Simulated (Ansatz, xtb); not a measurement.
## Redistribution: C2H5Br + CH3Cl → C2H5Cl + CH3Br

Species: C2H5Br (bromoethane) `CCBr`, singlet; CH3Cl (chloromethane) `CCl`, singlet; C2H5Cl (chloroethane) `CCCl`, singlet; CH3Br (bromomethane) `CBr`, singlet. The partners trade Br for Cl; both sit on C, so the bond types are kept.

Shapes, held fixed at every level: PBE0-D4/def2-TZVP. Programs: Ansatz 0.2.0, xtb 6.7.1. The zero-point and thermal change to 298 K, harmonic and unscaled (PBE0-D4/def2-TZVP), is -0.2 kJ/mol.

**What was measured.** Tabulated heats of formation (Active Thermochemical Tables): C2H5Br -63.1; CH3Cl -82.6; C2H5Cl -111.2; CH3Br -36.4 kJ/mol, which give ΔH(298 K) = -1.9 kJ/mol.

| level | kind | ΔH (kJ/mol) | computed − measured |
| --- | --- | --- | --- |
| GFN0-xTB | semi-empirical | -1.1 | +0.8 |
| HF/def2-SVP | Hartree–Fock | -3.3 | -1.4 |
| HF/def2-TZVPP | Hartree–Fock | -2.6 | -0.7 |
| SPW92/def2-TZVPP | LDA | -1.7 | +0.1 |
| BHLYP-D4/def2-TZVPP | global hybrid | -1.8 | +0.1 |
| wB97X-V/def2-TZVPP | range-separated hybrid | -2.2 | -0.3 |
| MP2/def2-TZVPP | perturbation theory | -1.1 | +0.8 |
| CCSD/def2-TZVPP | coupled cluster or CI | -1.7 | +0.2 |
| CCSD(T)/def2-TZVPP | coupled cluster or CI | -1.6 | +0.3 |

All levels lie within 4 kJ/mol, near the uncertainty of the heats themselves, so they can't be ranked here. Relativity is left out for Br. Outer-core shells of Br are correlated in most correlated rows, in sets that cover them unevenly.

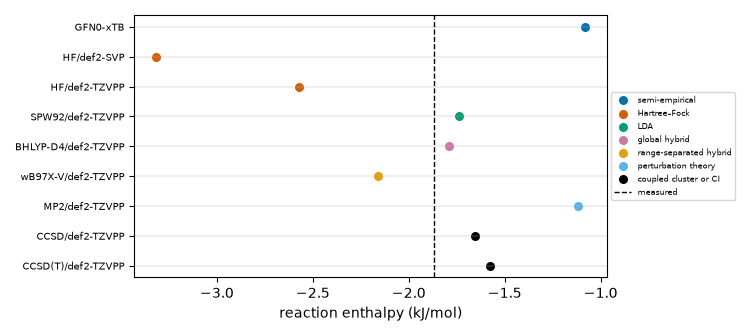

The values of the table, level by level.
